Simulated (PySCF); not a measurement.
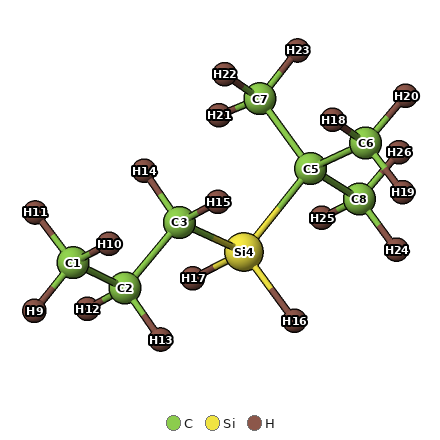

C₇H₁₈Si, SMILES CCC[SiH2]C(C)(C)C. Vertical core-electron binding energies by ΔSCF (SCAN, pcX-2 on the ionised atom, pcseg-1 elsewhere, spin-free X2C; PySCF, at a PBE0-D3(BJ)/def2-SVP geometry (no frequency check)), gas phase, against the vacuum level. One atom of each kind was ionised; within a panel, areas follow the number of like atoms and 2j + 1 (2p levels are split by first-order spin-orbit coupling, an approximation), each panel is scaled alone, Gaussians of 0.8 eV full width. Only the regions named are shown. Lines closer than the width merge in the curve. The order of lines from different atoms under 0.3 eV apart is within the error of the method.

Q: Predict the C 1s, Si 2p and Si 1s photoelectron lines.

A:
```tsv
level	atoms	binding energy (eV)
C 1s	C2	290.5
C 1s	C1	290.4
C 1s	C6, C7, C8	290.3
C 1s	C5	289.9
C 1s	C3	289.8
Si 2p1/2	Si4	106.4
Si 2p3/2	Si4	105.8
Si 1s	Si4	1845.6
```

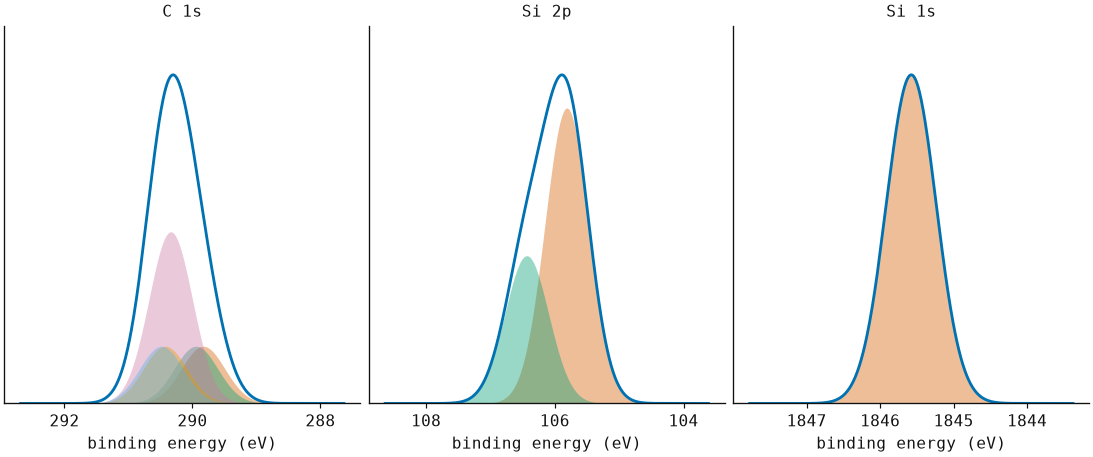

Note: one conformer of a flexible molecule.
